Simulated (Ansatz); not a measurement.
```xyz
3

W     0.6212   -0.4766   -0.2751
Se   -1.1310   -1.2801    0.9157
Se    0.5098    1.7568   -0.6406
```

Geometry: PBE-D4/def2-TZVP; ⟨S²⟩ = 2.09, above the pure value of 2.00; core potentials replace the inner electrons of W.

Level of theory: UKS PBE0-D4/def2-TZVP (Ansatz 0.2.0).

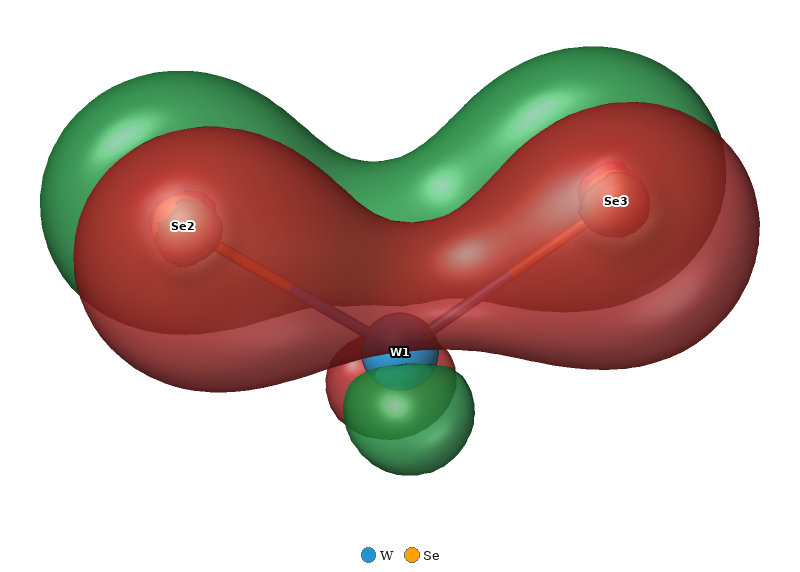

Se2W (triplet). The HOMO−1 (β) at ±0.1 Å⁻³ᐟ² (green and red are the two phases), seen at a tilt.

What is the character of this orbital?

By Hirshfeld shares it lies mainly on Se2 (about 40 %), Se3 (about 40 %) and W1 (about 20 %); it changes sign across the molecular plane (π type); π-antibonding (a node) across W1–Se2 and W1–Se3. Its energy is −7.73 eV.
